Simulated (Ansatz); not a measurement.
System (SMILES): [CH]=O (CH-O), doublet.
Atoms: C1, O2, H3. Bonds: C1-O2, C1-H3.

Basis-set convergence of the optimised C1-O2 bond length at B3LYP with Ansatz (a program for electronic structure). Cartesian d functions, on some or all atoms, in 6-31G*, 6-31G**; all else is spherical. The program fits the integrals of some runs and decomposes those of others, by size. Open shells are unrestricted. No added dispersion term, no relativity. Reference: the value in aug-pcseg-3, 1.1706 Å, itself unsure by roughly 0.0001 Å (its mean distance from aug-cc-pVQZ, def2-QZVPPD, pcseg-3). Deviations are taken from unrounded values.

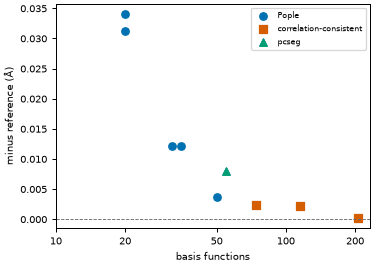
Figure: Deviation from the reference against the number of basis functions, by family of sets.

```tsv
basis	functions	optimised C1-O2 bond length (Å)	minus reference (Å)
3-21G	20	1.2018	0.0312
6-31G	20	1.2047	0.0341
6-31G*	32	1.1827	0.0121
6-31G**	35	1.1828	0.0121
6-311+G**	50	1.1742	0.0036
aug-pcseg-1	55	1.1786	0.0080
cc-pVTZ	74	1.1730	0.0024
aug-cc-pVTZ	115	1.1727	0.0021
aug-cc-pVQZ	206	1.1708	0.0002
```
